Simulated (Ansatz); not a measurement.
Start from BN in the wurtzite structure (space group P6_3mc, No. 186; a = 2.555 Å, c = 4.225 Å).

It is then changed as follows: 0.477 holes added to each cell, a density of 2.0×10^22 cm⁻³, with a uniform compensating background at fixed cell and a 300 K Fermi–Dirac width.

The values are results of PBE (Ansatz, a program for electronic structure; PAW; 420 eV plane waves; without spin-orbit coupling), not measurements.

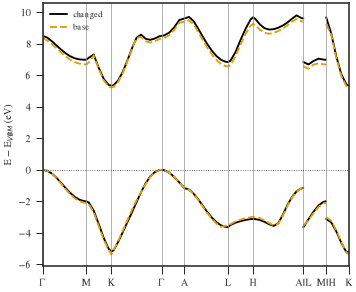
Fig. 1. Highest valence and lowest conduction band along the path, each from its own valence-band maximum

### Question
From the figure, how large is the changed gap, and is it direct?

### Answer
About 5.3 eV, indirect, Γ → K.

Charged cell with a jellium background: band edges are those of the host's band count, energies are not comparable with the neutral cell, and many-body gap narrowing is missing. Semilocal Kohn–Sham gaps tend to fall short of experiment. Stability against distortions was not tested.
